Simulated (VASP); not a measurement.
Band structure of CdS (space group F-43m). These are PBE GGA, VASP's PBE PAW potentials (set 64) (plane waves; VASP) values and carry that method's errors.

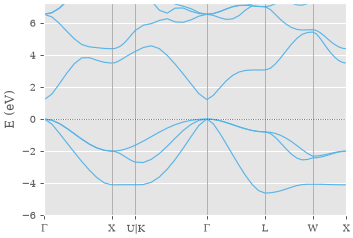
Bands along high-symmetry lines, zero at the valence-band maximum or, without a gap, the Fermi level

Read the plot: is there a gap, and where are the band edges?

The gap is direct, 1.21 eV, from the valence maximum at Γ to the conduction minimum at Γ.

The structure comes from a computed database's CdS entry; how it stands against other phases isn't given here. The cell was not relaxed at this level.
